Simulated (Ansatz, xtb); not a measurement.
Ligand exchange: NaNH2 + B(CH3)2(SH) → NaSH + B(CH3)2(NH2)

Species: NaNH2 `[NH2][Na]`, singlet; B(CH3)2(SH), singlet; NaSH `[Na][SH]`, singlet; B(CH3)2(NH2), singlet. The partners trade NH2 for SH: Na–NH2 and B–SH bonds give way to Na–SH and B–NH2.

Shapes, held fixed at every level: PBE0-D4/def2-TZVP. Programs: Ansatz 0.2.0, xtb 6.7.1. The zero-point and thermal change to 298 K, harmonic and unscaled (PBE0-D4/def2-TZVP), is +7.3 kJ/mol.

```csv
level,kind,ΔH(298 K) (kJ/mol),less CCSD(T)/def2-TZVPP
GFN2-xTB,semi-empirical,-212.6,-34.4
HF/def2-SVP,Hartree–Fock,-219.6,-41.4
PBE-D4/def2-TZVPP,GGA,-170.6,+7.6
B3LYP-D4/def2-TZVPP,global hybrid,-179.7,-1.5
PBE0-D4/def2-TZVPP,global hybrid,-181.4,-3.2
MP2/def2-SVP,perturbation theory,-187.3,-9.1
MP2/def2-TZVPP,perturbation theory,-174.1,+4.1
CCSD(T)/def2-SVP,coupled cluster or CI,-187.5,-9.3
CCSD(T)/def2-TZVPP,coupled cluster or CI,-178.2,0.0
```

The highest level, CCSD(T)/def2-TZVPP, gives ΔH(298 K) = -178.2 kJ/mol; the levels span -219.6 to -170.6. The column of differences is taken from that level and isn't an error. No measured value is set beside it here. Outer-core shells of Na are correlated in most correlated rows, in sets that cover them unevenly.

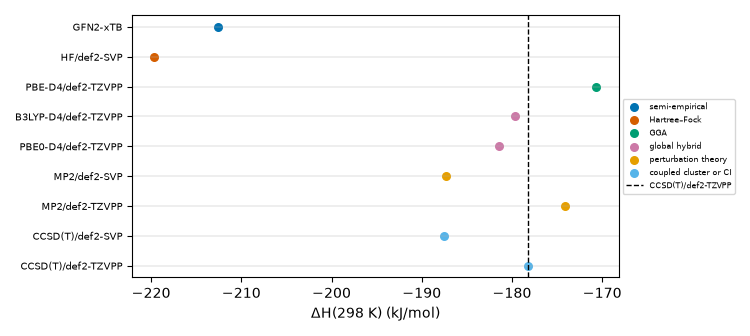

The values of the table, level by level.
